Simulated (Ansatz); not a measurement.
## Ligand exchange: C5H10 + SiH(NH2)2(SiH3) → C5H11N + SiH2(NH2)(SiH3)

Gas-phase species: C5H10 (cyclopentane) `C1CCCC1`, singlet; SiH(NH2)2(SiH3), singlet; C5H11N (cyclopentylamine) `NC1CCCC1`, singlet; SiH2(NH2)(SiH3), singlet. The partners trade H for NH2: C–H and Si–NH2 bonds give way to C–NH2 and Si–H.

Shapes, held fixed at every level: PBE0-D4/def2-TZVP. Flexible molecules stand in one conformer, not always the lowest. Programs: Ansatz 0.2.0. Electronic energies: no zero-point or thermal term.

```csv
level,kind,ΔE (kJ/mol),less CCSD(T)/CBS estimate
HF/def2-TZVPP,Hartree–Fock,+124.1,-0.2
PBE-D4/def2-TZVPP,GGA,+118.5,-5.8
B3LYP-D4/def2-TZVPP,global hybrid,+124.3,0.0
BHLYP-D4/def2-TZVPP,global hybrid,+126.5,+2.2
PBE0-D4/def2-TZVPP,global hybrid,+120.3,-4.0
wB97M-V/def2-TZVPP,range-separated hybrid,+123.0,-1.3
MP2/def2-SVP,perturbation theory,+103.9,-20.4
CCSD(T)/CBS estimate,coupled cluster or CI,+124.3,0.0
```

The highest level, CCSD(T)/CBS estimate, gives ΔE = +124.3 kJ/mol; the levels span +103.9 to +126.5. The column of differences is taken from that level and isn't an error. No measured value is set beside it here. The CBS estimate extrapolates MP2 from def2-TZVPP and def2-QZVPP and adds CCSD(T) − MP2 in the triple-zeta set, cores frozen.

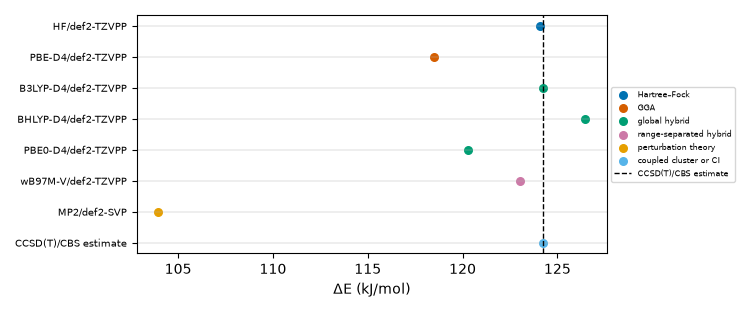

The values of the table, level by level.
